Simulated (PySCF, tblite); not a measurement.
**C2H10BN2P: dynamics, then NMR shifts on frames**

Aim: move C2H10BN2P (`CNB(P)NC`) away from its starting geometry and see how NMR shifts follow the geometry.

Programs: tblite 0.8.0 and PySCF 2.14.0, with density-fitted response routines of our own. Each step states its level of theory. These are calculated values for one molecule in the gas phase, unless marked as measured. Atoms are numbered from 0 throughout.

### 1 Starting geometry

16 atoms, charge 0, multiplicity 1; geometry from: GFN2-xTB.

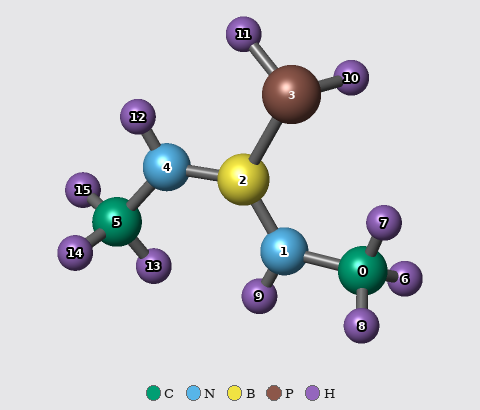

As it starts; carbon teal, nitrogen blue, boron yellow, phosphorus brown, hydrogen purple, atoms numbered; sticks join atoms by distance.

### 2 A short Langevin run with GFN2-xTB

The job: settings as JSON, then the geometry in Å.

```
{"job": {"kind": "md", "xc": "GFN2-xTB", "basis": "xTB", "temperature": 200, "steps": 2000, "every": 50, "frames": 5}, "charge": 0, "multiplicity": 1}
C      2.307189     0.463977    -0.047808
N      0.975002     0.032057    -0.393314
B     -0.148841     0.003925     0.439936
P      0.014730     0.547263     2.292668
N     -1.405347    -0.437994    -0.009622
C     -1.771032    -0.950000    -1.310709
H      2.584744     1.375730    -0.588790
H      2.350064     0.668905     1.022135
H      3.041380    -0.312830    -0.281581
H      0.902256    -0.260453    -1.355820
H      0.239385     1.889913     2.031595
H     -1.338235     0.761652     2.506243
H     -2.151927    -0.532357     0.661625
H     -1.087856    -0.564098    -2.065462
H     -1.736689    -2.045822    -1.340531
H     -2.782423    -0.630923    -1.571974
```

Method: GFN2-xTB Langevin dynamics, gas phase.

The run is started by

```sh
$ OMP_NUM_THREADS=1 python probes_run.py task.json out
```

One launch serves the whole session: the jobs run in the order shown.

What it wrote:

```text
t/fs     T/K      E/eV
    0.0   162.6   -517.32249
   25.0   105.8   -517.14096
   50.0   124.7   -517.14434
   75.0   131.8   -517.12451
  100.0   152.1   -517.12194
  125.0   138.9   -517.06362
  150.0   176.6   -517.04273
  175.0   149.1   -517.00919
  200.0   133.8   -516.96040
  225.0   150.2   -517.03647
  250.0   152.5   -517.03864
  275.0   179.1   -517.04210
  300.0   267.0   -516.98850
  325.0   252.9   -516.89910
  350.0   284.1   -516.81286
  375.0   301.8   -516.83536
  400.0   256.2   -516.79190
  425.0   298.3   -516.99395
  450.0   184.1   -516.85981
  475.0   248.8   -516.94802
  500.0   196.9   -516.83436
  525.0   226.0   -516.87840
  550.0   246.2   -516.81103
  575.0   259.1   -517.00330
  600.0   214.3   -516.91396
  625.0   196.3   -516.96977
  650.0   178.1   -516.98765
  675.0   212.4   -517.10117
  700.0   134.8   -516.93574
  725.0   199.4   -516.96107
  750.0   128.5   -517.04698
  775.0   179.0   -516.99880
  800.0   193.8   -516.94355
  825.0   159.9   -516.87439
  850.0   205.8   -517.06832
  875.0   153.0   -516.88887
  900.0   234.7   -517.04644
  925.0   168.9   -517.00362
  950.0   180.8   -516.94097
  975.0   207.2   -516.95024
 1000.0   244.0   -516.93700
```

It took 11 s on 1 thread of Arm Neoverse V1, shared host; peak memory 0.18 GiB.

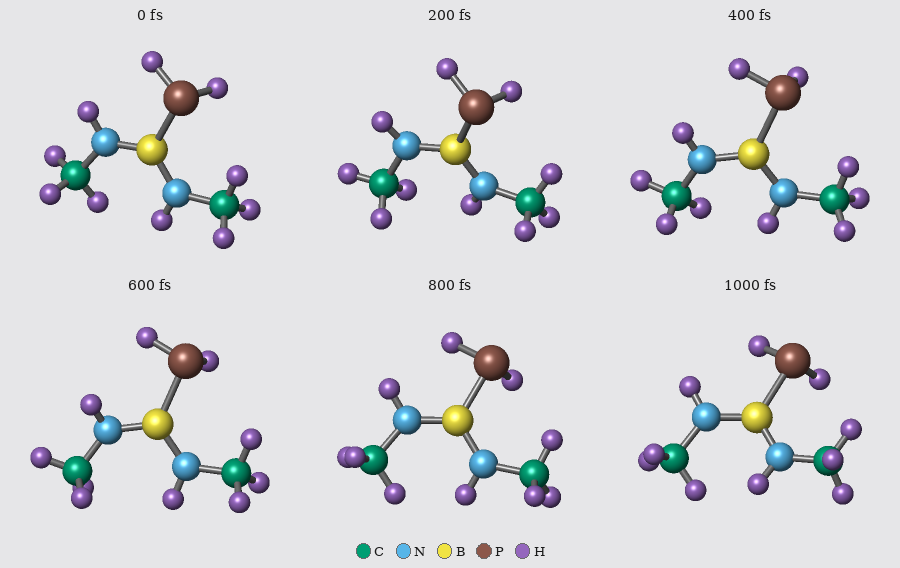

Frames of the run.

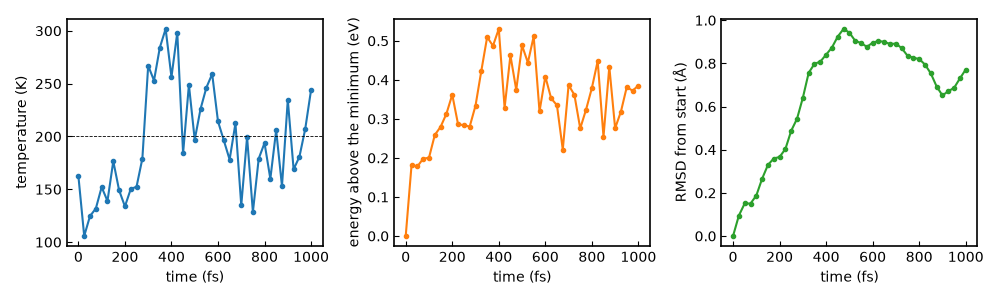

Temperature, potential energy and distance from the start.

Positions (Å) and forces (eV/Å) at 1000 fs:

```xyz
16

C     1.782    0.139    1.130    1.185    0.631    1.821
N     0.605   -0.482    0.713    0.226   -1.746   -0.837
B    -0.669   -0.131    1.023   -1.548    0.416    0.285
P    -1.056    1.559    1.908    0.817   -0.167    0.436
N    -1.717   -1.033    0.755   -0.228   -0.110   -0.449
C    -1.649   -2.250   -0.072    1.091    0.695    2.164
H     2.465    0.213    0.318    0.790    0.393   -0.663
H     1.632    1.123    1.636   -0.297   -0.422   -0.821
H     2.271   -0.434    1.939    0.131   -0.234   -0.162
H     0.736   -1.443    0.337    0.217    1.082    0.376
H    -0.611    2.459    0.956    0.177   -0.177   -0.085
H    -2.297    1.642    1.423   -1.178    0.096   -0.292
H    -2.649   -0.769    1.034   -0.095   -0.198   -0.097
H    -1.761   -3.131    0.558    0.133   -0.244    0.188
H    -2.408   -2.273   -0.769   -1.602    0.140   -1.607
H    -0.687   -2.266   -0.555    0.181   -0.155   -0.257
```

### 3 Shielding tensors: 250 fs, PBE0/pcSseg-1

The job: settings as JSON, then the geometry in Å.

```
{"job": {"kind": "nmr", "xc": "PBE0", "basis": "pcSseg-1", "pop": false}, "charge": 0, "multiplicity": 1}
C      1.798800     0.699900     0.184800
N      0.459600     0.173300    -0.188000
B     -0.547500    -0.156100     0.695800
P     -0.190000    -0.188800     2.592200
N     -1.743700    -0.714800     0.217300
C     -2.001000    -1.205500    -1.093200
H      1.968800     1.781200    -0.084900
H      1.906900     0.567100     1.257200
H      2.549900     0.065800    -0.292700
H      0.229900     0.377800    -1.128700
H     -0.012000     1.203800     2.699500
H     -1.542600    -0.258400     2.927300
H     -2.534700    -0.863900     0.841100
H     -2.480600    -0.492200    -1.815400
H     -1.102200    -1.593100    -1.551000
H     -2.655500    -2.119100    -1.081900
```

Level: GIAO PBE0/pcSseg-1 NMR shielding, non-relativistic, gas phase.

What it wrote:

```text
coarse grid: 13208 points
cycle   1  E = -557.4873682380  dE =  5.266e-01  |g| = 4.401e-01  |ddm| = 3.341e+00
cycle   2  E = -557.4698900438  dE =  1.748e-02  |g| = 5.328e-01  |ddm| = 9.182e-01
cycle   3  E = -557.5359588375  dE = -6.607e-02  |g| = 5.810e-02  |ddm| = 5.245e-01
cycle   4  E = -557.5366451173  dE = -6.863e-04  |g| = 2.127e-02  |ddm| = 7.298e-02
cycle   5  E = -557.5367472173  dE = -1.021e-04  |g| = 3.883e-03  |ddm| = 2.195e-02
cycle   6  E = -557.5367508674  dE = -3.650e-06  |g| = 1.286e-03  |ddm| = 6.290e-03
final grid: 121256 points
cycle   7  E = -557.5662917684  dE = -3.019e-05  |g| = 8.754e-03  |ddm| = 2.713e-02
cycle   8  E = -557.5662821118  dE =  9.657e-06  |g| = 1.088e-02  |ddm| = 1.806e-02
cycle   9  E = -557.5663108370  dE = -2.873e-05  |g| = 9.422e-04  |ddm| = 1.005e-02
cycle  10  E = -557.5663110181  dE = -1.811e-07  |g| = 1.766e-04  |ddm| = 7.069e-04
cycle  11  E = -557.5663110244  dE = -6.281e-09  |g| = 5.867e-05  |ddm| = 1.954e-04
cycle  12  E = -557.5663110250  dE = -6.551e-10  |g| = 2.680e-05  |ddm| = 6.338e-05
converged SCF energy = -557.5663110250

GIAO shielding tensors (ppm)
atom      isotropic    diamagn.    paramagn.     s11        s22        s33       span
  0 C      147.455     244.625     -97.171    126.551    134.470    181.343     54.793
  1 N      187.254     322.702    -135.448    123.081    213.742    224.940    101.859
  2 B       70.682     199.346    -128.664     49.064     59.216    103.765     54.701
  3 P      575.962     968.315    -392.353    500.573    597.595    629.717    129.144
  4 N      191.494     321.184    -129.691    145.979    199.294    229.207     83.228
  5 C      155.609     243.266     -87.658    129.436    149.126    188.263     58.827
  6 H       28.200      28.008       0.192     24.013     25.714     34.874     10.860
  7 H       28.985      30.493      -1.508     23.600     31.207     32.147      8.547
  8 H       28.563      28.772      -0.209     23.489     26.572     35.628     12.139
  9 H       29.975      36.476      -6.500     21.699     30.640     37.587     15.888
 10 H       29.735      30.296      -0.561     24.646     28.149     36.409     11.763
 11 H       30.665      31.240      -0.575     25.430     29.021     37.544     12.115
 12 H       29.109      32.933      -3.824     19.593     31.219     36.517     16.924
 13 H       28.463      28.198       0.265     23.682     25.817     35.890     12.208
 14 H       29.140      31.056      -1.915     25.111     28.165     34.145      9.034
 15 H       28.398      26.721       1.677     23.530     26.293     35.371     11.841
```

Run time: 23 s. Hardware: 1 thread of Arm Neoverse V1, shared host; peak memory 0.73 GiB.

Shifts follow as δ = σ(reference) − σ, with reference shieldings (ppm) from runs at the same level and on the same kind of geometry: ¹H TMS 31.72, ¹³C TMS 186.9, ¹⁵N NH3 267.7, ³¹P H3PO4 318.4, ¹¹B BF3·OEt2 100.1. The references are single molecules in the gas phase, so shifts against H2O, NH3, PH3, H3PO4 or CFCl3 are not on the usual liquid scales and can be off by tens of ppm. Each atom is listed at this fixed geometry, with no averaging over motion; a spectrum would average atoms that exchange fast.

```
atoms                              environment  σ (ppm)  δ (ppm)
   C0                methyl carbon bonded to N    147.5     39.5
   C5                methyl carbon bonded to N    155.6     31.3
   H6  hydrogen on a methyl carbon bonded to N    28.20     3.52
  H15  hydrogen on a methyl carbon bonded to N    28.40     3.32
  H13  hydrogen on a methyl carbon bonded to N    28.46     3.25
   H8  hydrogen on a methyl carbon bonded to N    28.56     3.15
   H7  hydrogen on a methyl carbon bonded to N    28.98     2.73
  H12    hydrogen on a nitrogen bonded to C, B    29.11     2.61
  H14  hydrogen on a methyl carbon bonded to N    29.14     2.58
  H10     hydrogen on a phosphorus bonded to B    29.73     1.98
   H9    hydrogen on a nitrogen bonded to C, B    29.98     1.74
  H11     hydrogen on a phosphorus bonded to B    30.66     1.05
   N1               nitrogen bonded to C, B, H    187.3     80.5
   N4               nitrogen bonded to C, B, H    191.5     76.2
   B2                   boron bonded to 2 N, P     70.7     29.4
   P3              phosphorus bonded to B, 2 H    576.0   -257.6
```

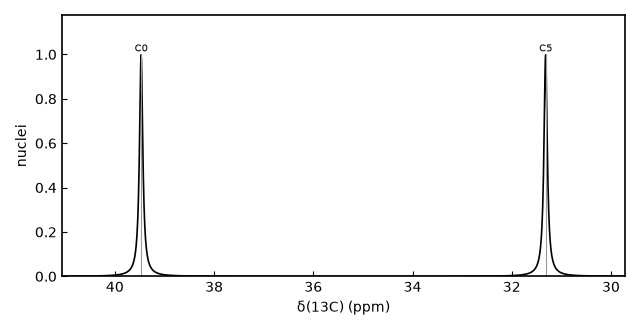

¹³C lines at the computed shifts, without couplings. Lines are broadened to a width of 0.08 ppm (Lorentzian).

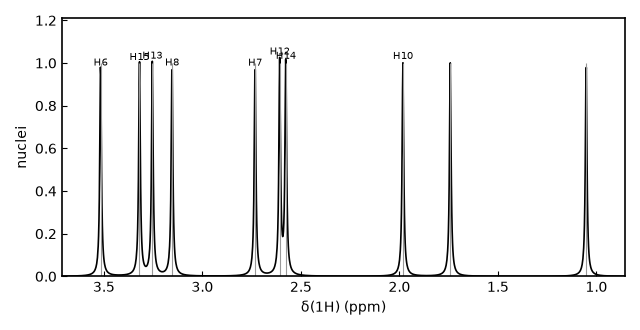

¹H lines at the computed shifts, without couplings. Lines are broadened to a width of 0.01 ppm (Lorentzian).

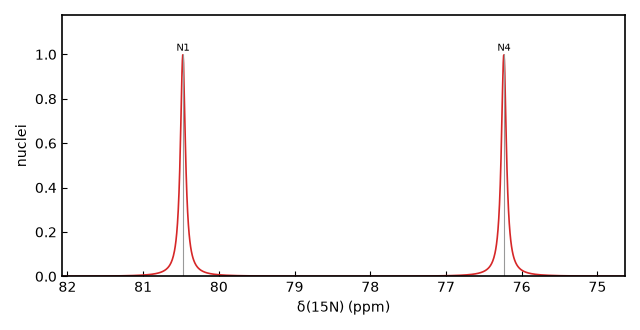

¹⁵N lines at the computed shifts, without couplings. Lines are broadened to a width of 0.08 ppm (Lorentzian).

Orbitals, density, ELF and potential are computed afterwards from the orbital file.

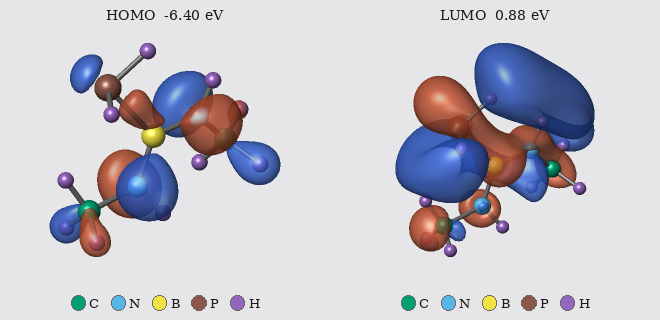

PBE0/pcSseg-1 orbitals near the gap, drawn at the value that encloses 70 % of each; the two colours are the two signs.

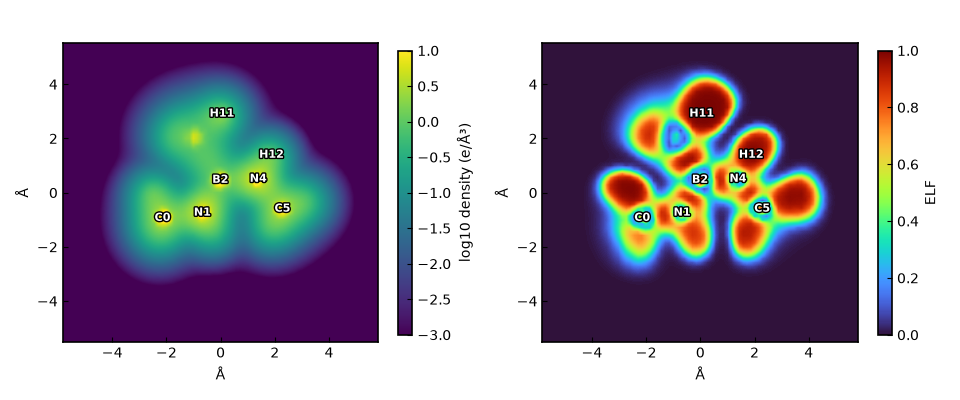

Density (left) and ELF (right) in a plane through or near 7 of the atoms.

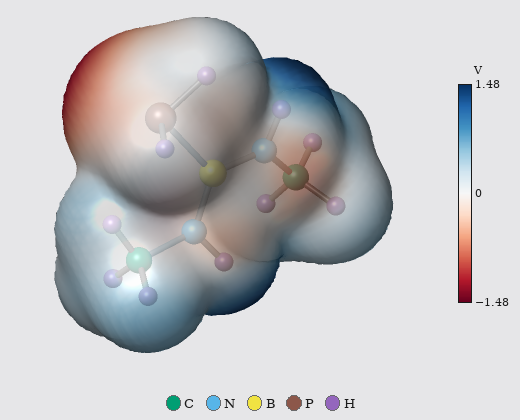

Electrostatic potential on the surface of density 0.002 e/bohr³; red is low, blue high. It runs, from the 1st to the 99th percentile, from -1.30 V near P3 to 1.48 V near H12.

### 4 NMR shieldings: 425 fs, PBE0/pcSseg-1

The job: settings as JSON, then the geometry in Å.

```
{"job": {"kind": "nmr", "xc": "PBE0", "basis": "pcSseg-1", "pop": false}, "charge": 0, "multiplicity": 1}
C      1.468800     0.566400     0.398300
N      0.206500    -0.103300     0.159600
B     -0.900700    -0.286400     1.046100
P     -1.006100     0.394900     2.842600
N     -1.899500    -1.188200     0.574600
C     -2.025500    -1.839100    -0.715800
H      1.700400     1.257000    -0.426200
H      1.409500     1.240500     1.217500
H      2.314900    -0.139400     0.503000
H      0.158600    -0.484800    -0.793300
H     -1.494400     1.638800     2.395900
H     -2.252100    -0.056000     3.138900
H     -2.569100    -1.410600     1.309000
H     -2.986000    -2.284700    -0.909100
H     -1.778900    -1.107000    -1.441900
H     -1.283300    -2.637800    -0.784100
```

Method: GIAO PBE0/pcSseg-1 NMR shielding, non-relativistic, gas phase.

What it wrote:

```text
coarse grid: 13208 points
cycle   1  E = -557.4848507344  dE =  5.080e-01  |g| = 4.286e-01  |ddm| = 3.347e+00
cycle   2  E = -557.4702589879  dE =  1.459e-02  |g| = 5.159e-01  |ddm| = 8.772e-01
cycle   3  E = -557.5312748905  dE = -6.102e-02  |g| = 6.098e-02  |ddm| = 4.887e-01
cycle   4  E = -557.5320115234  dE = -7.366e-04  |g| = 2.167e-02  |ddm| = 6.716e-02
cycle   5  E = -557.5321161602  dE = -1.046e-04  |g| = 4.002e-03  |ddm| = 2.098e-02
cycle   6  E = -557.5321203129  dE = -4.153e-06  |g| = 1.336e-03  |ddm| = 6.846e-03
final grid: 121256 points
cycle   7  E = -557.5613415654  dE = -3.374e-05  |g| = 9.396e-03  |ddm| = 2.921e-02
cycle   8  E = -557.5613303072  dE =  1.126e-05  |g| = 1.179e-02  |ddm| = 1.830e-02
cycle   9  E = -557.5613630295  dE = -3.272e-05  |g| = 1.150e-03  |ddm| = 1.014e-02
cycle  10  E = -557.5613633034  dE = -2.739e-07  |g| = 1.961e-04  |ddm| = 8.193e-04
cycle  11  E = -557.5613633104  dE = -7.044e-09  |g| = 8.162e-05  |ddm| = 1.935e-04
cycle  12  E = -557.5613633116  dE = -1.215e-09  |g| = 2.756e-05  |ddm| = 6.460e-05
cycle  13  E = -557.5613633118  dE = -1.638e-10  |g| = 3.924e-06  |ddm| = 2.511e-05
converged SCF energy = -557.5613633118

GIAO shielding tensors (ppm)
atom      isotropic    diamagn.    paramagn.     s11        s22        s33       span
  0 C      153.418     243.677     -90.259    129.285    141.527    189.444     60.159
  1 N      181.966     322.801    -140.835    122.687    205.138    218.072     95.385
  2 B       70.724     198.871    -128.146     49.943     59.153    103.077     53.134
  3 P      589.132     967.813    -378.681    504.323    618.077    644.998    140.675
  4 N      183.725     321.914    -138.189    130.315    184.607    236.252    105.937
  5 C      159.534     247.916     -88.381    135.301    153.822    189.479     54.178
  6 H       28.765      29.615      -0.851     23.898     26.757     35.639     11.741
  7 H       29.399      30.694      -1.295     24.723     29.631     33.842      9.119
  8 H       28.403      28.373       0.030     23.266     26.005     35.939     12.673
  9 H       28.697      35.755      -7.059     19.773     31.355     34.962     15.189
 10 H       29.806      29.670       0.136     25.231     27.476     36.711     11.480
 11 H       31.544      31.804      -0.260     26.472     29.261     38.901     12.429
 12 H       29.349      32.816      -3.466     19.864     31.769     36.415     16.551
 13 H       29.282      28.420       0.862     24.845     27.251     35.749     10.904
 14 H       29.663      32.533      -2.870     25.303     28.458     35.228      9.925
 15 H       28.998      30.390      -1.392     23.974     27.098     35.921     11.947
```

Wall time 17 s (1 thread of Arm Neoverse V1, shared host); peak memory 0.75 GiB.

Key values: δ C0 33.5, C5 27.4, N1 85.8, N4 84.0, H8 3.31, H9 3.02 ppm.

### 5 NMR shieldings: 625 fs, PBE0/pcSseg-1

The job: settings as JSON, then the geometry in Å.

```
{"job": {"kind": "nmr", "xc": "PBE0", "basis": "pcSseg-1", "pop": false}, "charge": 0, "multiplicity": 1}
C      1.786100     0.323500     0.532900
N      0.543400    -0.402100     0.195100
B     -0.710900    -0.387400     0.921500
P     -1.154100     0.811200     2.384500
N     -1.792100    -1.175100     0.489200
C     -1.737400    -2.057000    -0.641900
H      1.950700     1.178700    -0.112900
H      1.668300     0.760700     1.499400
H      2.626500    -0.320500     0.581300
H      0.568500    -0.753800    -0.771200
H     -1.116200     2.002100     1.659600
H     -2.513000     0.776900     2.100300
H     -2.749800    -0.897000     0.748800
H     -2.556700    -2.755900    -0.559700
H     -1.772500    -1.558400    -1.608700
H     -0.808700    -2.629800    -0.503800
```

With the program's defaults for keys left out, this is: GIAO PBE0/pcSseg-1 NMR shielding, non-relativistic, gas phase.

What it wrote:

```text
coarse grid: 13208 points
cycle   1  E = -557.4871987840  dE =  4.810e-01  |g| = 4.162e-01  |ddm| = 3.331e+00
cycle   2  E = -557.4765545287  dE =  1.064e-02  |g| = 4.893e-01  |ddm| = 8.336e-01
cycle   3  E = -557.5313574271  dE = -5.480e-02  |g| = 6.171e-02  |ddm| = 4.584e-01
cycle   4  E = -557.5321236236  dE = -7.662e-04  |g| = 2.183e-02  |ddm| = 6.935e-02
cycle   5  E = -557.5322279365  dE = -1.043e-04  |g| = 3.863e-03  |ddm| = 2.071e-02
cycle   6  E = -557.5322317895  dE = -3.853e-06  |g| = 1.102e-03  |ddm| = 6.256e-03
final grid: 121256 points
cycle   7  E = -557.5618893645  dE = -3.544e-05  |g| = 9.646e-03  |ddm| = 2.880e-02
cycle   8  E = -557.5618787415  dE =  1.062e-05  |g| = 1.187e-02  |ddm| = 1.829e-02
cycle   9  E = -557.5619120496  dE = -3.331e-05  |g| = 1.137e-03  |ddm| = 1.008e-02
cycle  10  E = -557.5619123149  dE = -2.653e-07  |g| = 1.784e-04  |ddm| = 7.522e-04
cycle  11  E = -557.5619123215  dE = -6.584e-09  |g| = 3.241e-05  |ddm| = 1.522e-04
cycle  12  E = -557.5619123217  dE = -2.101e-10  |g| = 1.117e-05  |ddm| = 3.678e-05
converged SCF energy = -557.5619123217

GIAO shielding tensors (ppm)
atom      isotropic    diamagn.    paramagn.     s11        s22        s33       span
  0 C      154.651     243.984     -89.333    130.370    141.086    192.498     62.128
  1 N      184.131     323.317    -139.186    124.366    203.903    224.125     99.759
  2 B       68.570     198.194    -129.624     48.709     54.805    102.197     53.488
  3 P      569.785     967.824    -398.039    446.275    611.840    651.241    204.966
  4 N      172.668     324.309    -151.640    109.488    189.274    219.244    109.756
  5 C      156.881     245.021     -88.140    132.373    152.772    185.498     53.125
  6 H       29.139      30.160      -1.020     24.428     26.799     36.191     11.762
  7 H       29.570      30.856      -1.285     24.878     30.306     33.527      8.649
  8 H       29.542      29.166       0.377     24.420     27.318     36.890     12.470
  9 H       28.893      35.408      -6.514     20.560     30.127     35.993     15.432
 10 H       29.997      31.413      -1.416     25.375     27.831     36.786     11.411
 11 H       31.014      32.181      -1.167     25.647     29.943     37.452     11.805
 12 H       28.515      33.667      -5.152     19.512     31.292     34.742     15.231
 13 H       29.223      27.654       1.569     24.119     27.644     35.905     11.786
 14 H       29.183      30.682      -1.500     24.662     27.036     35.850     11.188
 15 H       28.596      29.769      -1.173     24.576     27.490     33.722      9.146
```

Run time: 17 s. Hardware: 1 thread of Arm Neoverse V1, shared host; peak memory 0.75 GiB.

In short: δ C0 32.3, C5 30.0, N4 95.1, N1 83.6, H12 3.20, H15 3.12 ppm.

[end of part 1 of 2]
